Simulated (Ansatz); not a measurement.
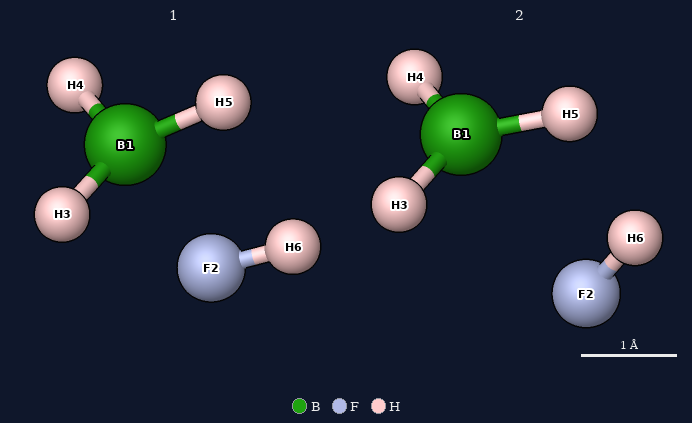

Two geometries of BH₄F, drawn at one scale. One is the start of a relaxation, the other its converged end. The picture is a ball-and-stick view, seen from a free direction.

All numbers below come from Ansatz 0.2.0, RKS PBE0-D4/def2-SVP. (no spin polarisation; force threshold 0.03 eV/Å; at most 50 steps)

Q: Which of the two is the end point?

A: Structure 1 is the relaxed one. The run prepares an end point of a later path (reaction) calculation, from a guessed geometry. The largest move after the best rigid fit is that of F2, 0.45 Å. By element the largest moves are F 0.45 Å, B 0.18 Å, H 0.17 Å. Some distances before and after: B1–F2 2.512 → 1.897 Å, B1–H5 1.201 → 1.218 Å, F2–H6 0.925 → 0.929 Å. Among the angles between lasting bonds that change: H3–B1–H4 121.6° → 119.5°. After 6 accepted moves (7 points after the start) the energy has fallen by 14.3 kJ/mol. The largest force component goes from 0.33 to 0.0092 eV/Å. The line search rejected the trial step at point 3 of the run.
